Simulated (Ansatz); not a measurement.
**Ti2O4 (charge +1): single-point calculation**

Ti2O4, charge +1, multiplicity 2, set up with UHF/pcseg-2 (Ansatz 0.2.0).

The geometry comes from this level: r2SCAN-D4/def2-SVP.

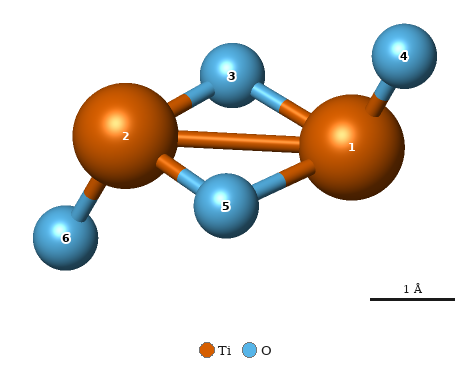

Fig. 1: The structure (ball-and-stick view, seen at a tilt; atoms are numbered from 1 in the order of the input). Sticks mark near contacts. Bond lengths as drawn: O–Ti 1.58 to 1.90 Å and Ti–Ti 2.71 Å.

## Input
```yaml
crystal:
  periodic: [false, false, false]
  atoms:
    - {symbol: Ti, position_ang: [-1.380515, -0.260057, -0.086744]}
    - {symbol: Ti, position_ang: [1.270551, 0.284827, 0.109266]}
    - {symbol: O, position_ang: [0.118929, -0.640608, 1.023797]}
    - {symbol: O, position_ang: [-2.242607, 0.803386, 0.695329]}
    - {symbol: O, position_ang: [-0.014844, 0.721970, -0.976266]}
    - {symbol: O, position_ang: [2.248485, -0.909518, -0.765382]}
basis:
  gaussian: {orbitals: pcseg-2, final_grid: {core_spheres: 8, valence_spheres: 7, degree: 23}, nuclear_model: gaussian}
total_charge: 1
magnetization: {spin_polarized: true, initial_magnetization: 1}
hamiltonian: {xc: {name: HF}}
correlation: {active_space: {window: {electrons: 6, orbitals: 2}}}
scf: {omitted_lower_state_checks: [starts]}
output: {forces: true}
```

Run on 4 threads of Arm Neoverse V2, 23 GiB of memory available, shared host.

Command:
```bash
ansatz run in.yaml --threads 4 --pin off --events-out ev --progress --plain --max-ram 4787MiB
```

## What the program printed
```
Error: invalid value for `correlation.active_space`: it starts from restricted Hartree–Fock orbitals; set hamiltonian.xc: hf without magnetization.spin_polarized
```

## Outcome

```json
{"quantity": "outcome", "value": "refused by the program"}
```

A setting was made wrong on purpose: the active space doesn't fit the electrons and spin. The program refused the input: “invalid value for `correlation.active_space`: it starts from restricted Hartree–Fock orbitals; set hamiltonian.xc: hf without magnetization.spin_polarized”
